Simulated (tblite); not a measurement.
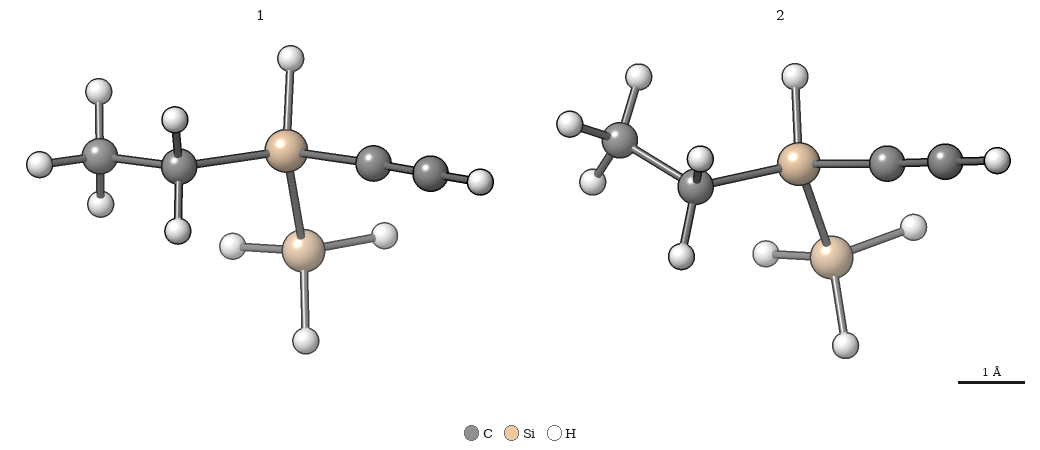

Two geometries of C4H10Si2, drawn at one scale. One is the start of a relaxation, the other its converged end. A ball-and-stick model, seen from a free direction.

All numbers below come from tblite 0.8.0, GFN2-xTB geometry optimisation, gas phase. 

Question: Which of the two is the end point?

Answer: Structure 1 is the relaxed one. After 125 geometry steps the energy has fallen by 0.370 eV. The atom that moves furthest after the best rigid fit is an H atom (0.73 Å). By element the largest moves are H 0.73 Å, C 0.34 Å, Si 0.24 Å. Among the contacts that change: Si–Si 2.227 → 2.317 Å, C–Si 1.833 → 1.913 Å, C–H 1.128 → 1.089 Å, C–Si 1.835 → 1.856 Å. Among the angles between lasting bonds that change: H–Si–H 113.7° → 106.3°, Si–Si–H 108.3° → 114.6°, Si–C–H 114.5° → 109.8°. Groups turn about C–Si by about 30°, C–C by about 25°.
